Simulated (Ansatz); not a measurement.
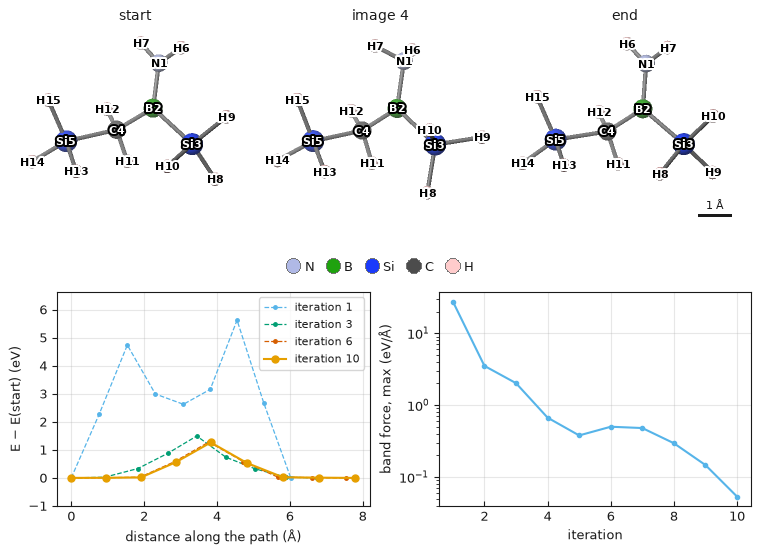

A search for the minimum-energy path of CH10BNSi2 by the nudged elastic band. Images are numbered from 0 (start) to 8 (end). The plot follows the band through its iterations. The picture is a ball-and-stick view, seen at a tilt.

Level of theory: RKS PBE0-D4/def2-SVP in Ansatz. Settings: 7 movable images; climbing image; force threshold 0.05 eV/Å; iteration limit 10; starting path through a guess of the saddle point.

**Did the band converge, and can the barrier be trusted?**

The result isn't final. The band hadn't converged when the run stopped after 10 iterations. The largest component of the band force went from 28 to 0.054 eV/Å. The barrier read from it is provisional, though the highest image hardly moved in the last two iterations. The iteration limit was low. The first iteration put the highest image at 5.62 eV. The two ends have nearly the same energy, and the highest point, image 4, lies 1.26 eV above the start.
